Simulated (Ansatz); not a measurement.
# C2H7AlO2: up Jacob's ladder to CCSD(T)

Aim: compute C2H7AlO2 with functionals from several rungs and with coupled cluster, and see how far each lands from CCSD(T) at the basis-set limit for the atomisation energy.

Method: functionals in def2-TZVPP, the program's frozen cores in correlated methods; program: Ansatz 0.2.0, Gaussian basis.

Plan: LDA (SPW92), PBE-D4, revPBE-D4, BLYP-D4, r2SCAN-D4, B97M-V, PBE0-D4, B3LYP-D4, r2SCANh-D4, r2SCAN0-D4, HSE06-D4, BHLYP-D4, CAM-B3LYP-D4, LC-ωPBE, ωB97X-V, ωB97M-V, B2PLYP, PBE-QIDH; CCSD(T)/def2-SVP; CCSD(T)/def2-TZVPP; MP2/def2-QZVPP; extrapolation to the limit; RPA on PBE.

**1. Structure used throughout**

All runs share one geometry, relaxed beforehand with PBE0-D4 in a triple-zeta def2 set.

SMILES `C[O][Al]([CH3])[OH]`, 12 atoms, charge 0, spin multiplicity 1.

Atoms are counted from 1 here; the program's logs count them from 0.

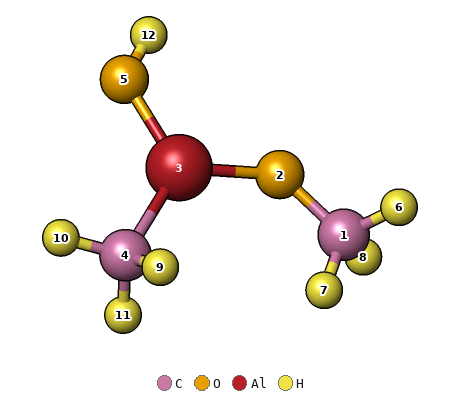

The structure; carbon pink, oxygen amber, aluminium red, hydrogen yellow; atoms are numbered from 1 in the order of the file.

**2. LDA**

This LDA is Slater exchange with PW92 correlation.

in.yaml reads:

```yaml
crystal:
  periodic: [false, false, false]
  atoms:
    - {symbol: C, position_ang: [-1.404712, -0.274329, 1.507092]}
    - {symbol: O, position_ang: [-0.217861, 0.396425, 1.210827]}
    - {symbol: Al, position_ang: [0.797433, 0.468388, -0.138708]}
    - {symbol: C, position_ang: [0.451393, -0.514733, -1.773049]}
    - {symbol: O, position_ang: [2.171028, 1.453755, -0.023370]}
    - {symbol: H, position_ang: [-2.196080, 0.442873, 1.751569]}
    - {symbol: H, position_ang: [-1.761403, -0.896017, 0.674912]}
    - {symbol: H, position_ang: [-1.266080, -0.926899, 2.376204]}
    - {symbol: H, position_ang: [-0.519752, -0.248570, -2.200515]}
    - {symbol: H, position_ang: [1.216675, -0.314595, -2.525862]}
    - {symbol: H, position_ang: [0.432117, -1.593459, -1.591853]}
    - {symbol: H, position_ang: [2.374242, 1.952061, 0.766652]}
basis:
  gaussian: {orbitals: def2-TZVPP}
hamiltonian: {xc: lda}
output: {orbitals: {seedname: orbitals}}
```

The runs that follow: PBE-D4 (GGA); revPBE-D4 (GGA); BLYP-D4 (GGA); r2SCAN-D4 (meta-GGA); B97M-V (meta-GGA); PBE0-D4 (hybrid); B3LYP-D4 (hybrid); r2SCANh-D4 (hybrid); r2SCAN0-D4 (hybrid); HSE06-D4 (hybrid); BHLYP-D4 (hybrid); CAM-B3LYP-D4 (range-separated); LC-ωPBE-D4 (range-separated); ωB97X-V (range-separated); ωB97M-V (range-separated); B2PLYP (double hybrid); PBE-QIDH (double hybrid); CCSD(T) in def2-SVP; CCSD(T) in def2-TZVPP; MP2 in def2-QZVPP; RPA on PBE orbitals.

Q: Predict the results of all the runs planned. Wanted: atomisation energy, CCSD(T)/CBS; farthest beyond LDA; mean size of error, GGA; mean size of error, meta-GGA; mean size of error, hybrid; mean size of error, range-separated; mean size of error, double hybrid; gap, smallest and largest; T1 diagnostic.

**Answer**, as computed:

| quantity | value |
| --- | --- |
| atomisation energy, CCSD(T)/CBS | 4627.6 kJ/mol |
| functionals within 23.1 kJ/mol (0.5 %) | r2SCAN-D4, B97M-V, B3LYP-D4, CAM-B3LYP-D4, ωB97X-V, ωB97M-V |
| farthest beyond LDA | BHLYP-D4 (-156.6 kJ/mol) |
| mean size of error, GGA | 48.3 kJ/mol |
| mean size of error, meta-GGA | 7.1 kJ/mol |
| mean size of error, hybrid | 61.3 kJ/mol |
| mean size of error, range-separated | 13.2 kJ/mol |
| mean size of error, double hybrid | 56.9 kJ/mol |
| gap, smallest and largest | 5.57 eV (BLYP-D4), 12.88 eV (LC-ωPBE) |
| T1 diagnostic | 0.0117 |
| triples share of the correlation energy | 3.5 % |

What this shows: The LDA atomisation energy is off by 607.9 kJ/mol (13 %): it overbinds. PBE-D4 is off by +42.5 kJ/mol. Double hybrids carry the basis error of their MP2 part in triple zeta, and no dispersion term here, so their miss is partly the set-up's. The rungs meta-GGA, range-separated miss on average by less than the doubt on the reference (23.1 kJ/mol), so they tie. Misses under about 23.1 kJ/mol are within the doubt on the reference itself, which lacks core-valence correlation, relativity and higher excitations. Hartree-Fock recovers 73 % of the binding; the rest is correlation. CCSD(T) in def2-SVP is off by -262.2 kJ/mol, more than most functionals: a good method in a small basis is no reference. The gap grows from 5.6 to 12.9 eV across the functionals, mostly with the share of exact exchange.
